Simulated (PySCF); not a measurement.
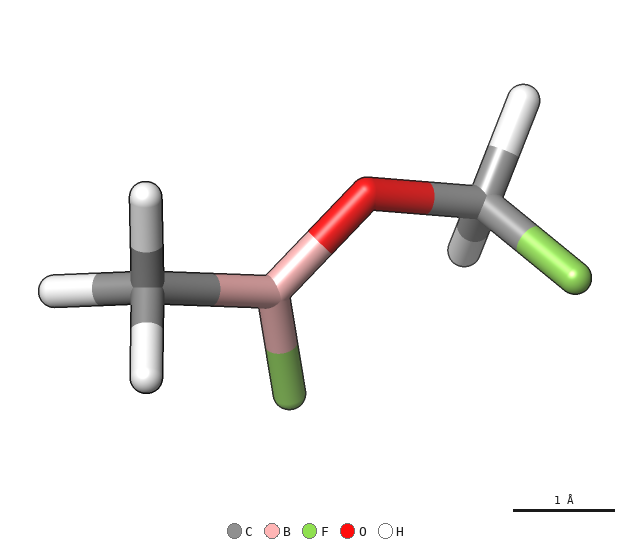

Every bond is drawn as one stick, whatever its order.

What is the molecular formula?

C₂H₅BF₂O, 11 atoms: 2 carbon, 5 hydrogen, 1 boron, 2 fluorine and 1 oxygen.

Does it have rings?

It has no ring.

What is the point group of this geometry?

C1.

Count the bonded pairs by element.

5 C–H, 1 C–B, 1 B–F, 1 B–O, 1 C–O, 1 C–F.

Give a SMILES string for it.

CB(F)OCF

More results for the same structure follow; atom numbers are the same in all pictures, views and colours differ. Computed geometry: PBE0-D3(BJ)/def2-SVP optimisation. No frequency run is at hand to confirm it as a minimum.

## Geometry

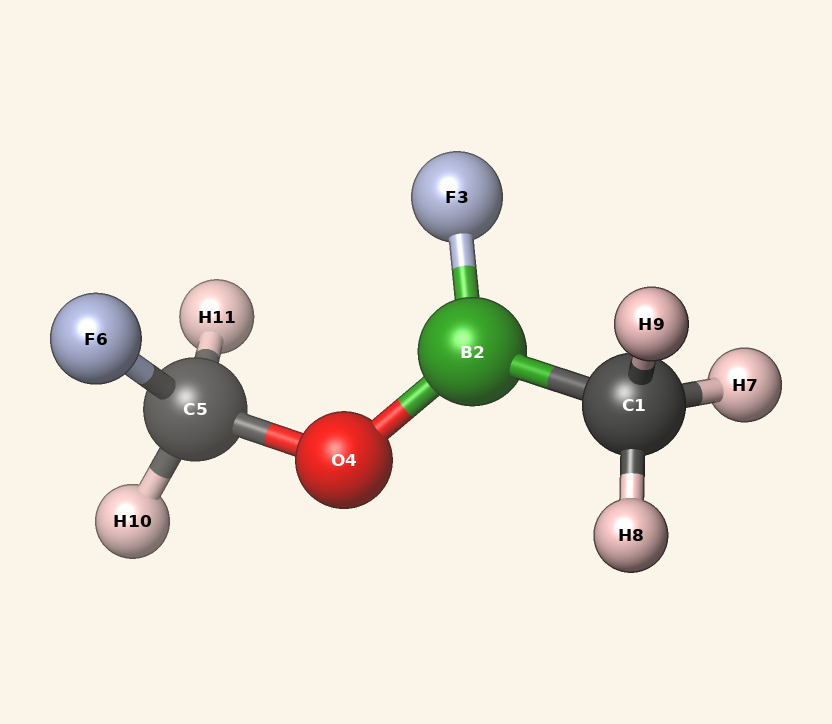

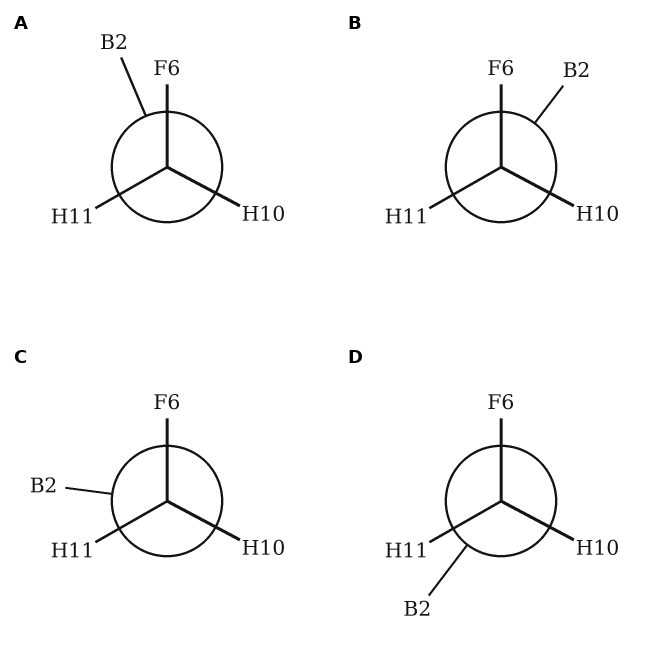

Distant atoms are faded towards the background colour. Bonds that would overlap in a projection are set slightly apart. No frequency run is at hand to confirm it as a minimum.

Which Newman projection shows the view along C5–O4, with C5 in front?

C. The torsion angle F6–C5–O4–B2 is −83°, about perpendicular.

## Polarisability

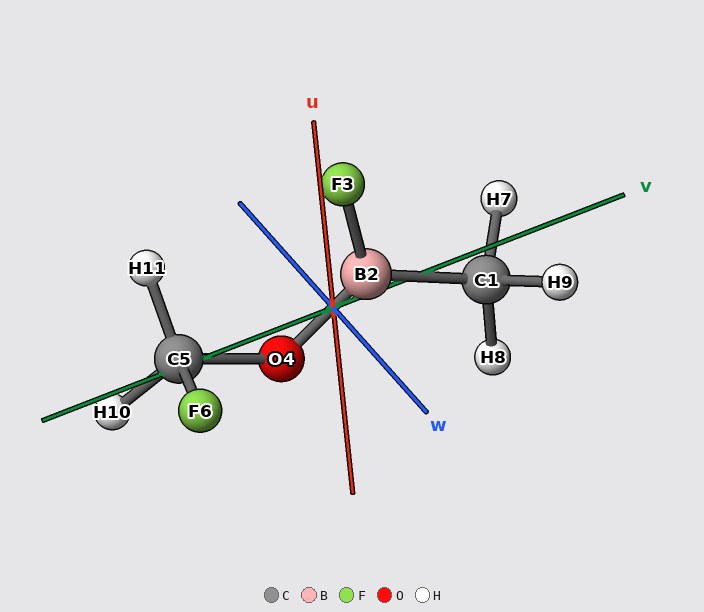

The lines u, v and w are the principal axes of the static dipole polarisability. No frequency run is at hand to confirm it as a minimum. Method: PBE0/6-31+G* (PySCF 2.14.0).

Along which axis is the molecule most polarisable, and along which least?

Most along v (close to the long direction C1···F6), least along w.

Give the three principal values.

u 38.4, v 49.3, w 34.9 bohr³; mean 40.9, anisotropy 13.0 bohr³.

## Excitation

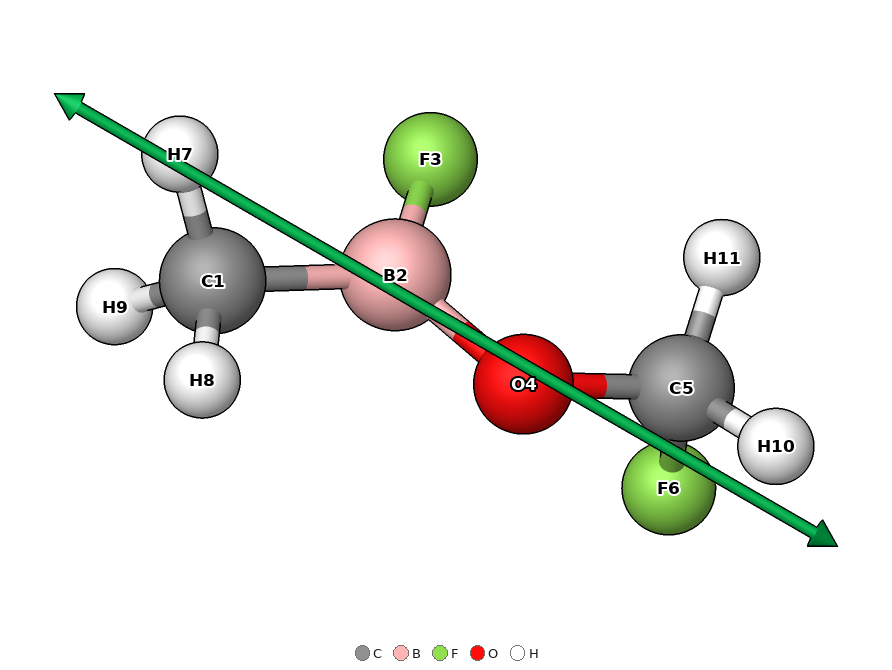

The double arrow shows the direction of the transition dipole to excited singlet state 8 (its length means nothing). No frequency run is at hand to confirm it as a minimum. Level of theory: TDDFT PBE0/def2-TZVPD, vertical, gas phase, core orbitals frozen in the response (PySCF 2.14.0).

Give its energy, strength and character.

9.54 eV (130 nm), oscillator strength 0.20, mainly HOMO−2 → LUMO+1 (weight 0.79); transition dipole 2.36 D.

## Core levels

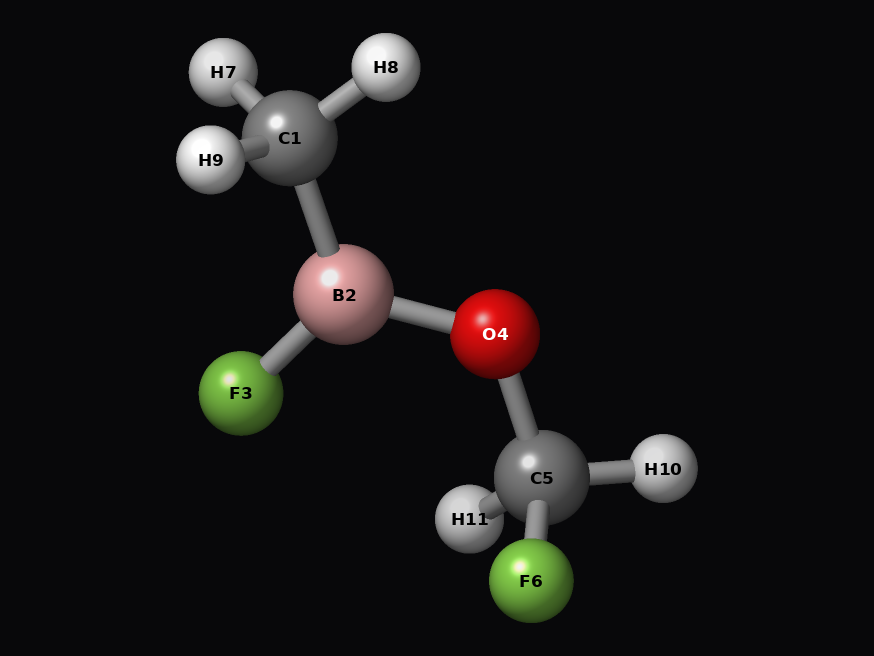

No frequency run is at hand to confirm it as a minimum. Properties computed with delta-SCF UKS B3LYP, pcX-2 on the ionised atom, pcseg-1 elsewhere, spin-free X2C (PySCF 2.14.0).

Give the core-electron binding energies (to vacuum) of C1 1s, B2 1s, F3 1s, O4 1s, C5 1s, F6 1s.

```
atom  level  binding energy (eV)
  C1     1s                290.7
  B2     1s                198.9
  F3     1s                692.9
  O4     1s                539.2
  C5     1s                295.2
  F6     1s                692.7
```
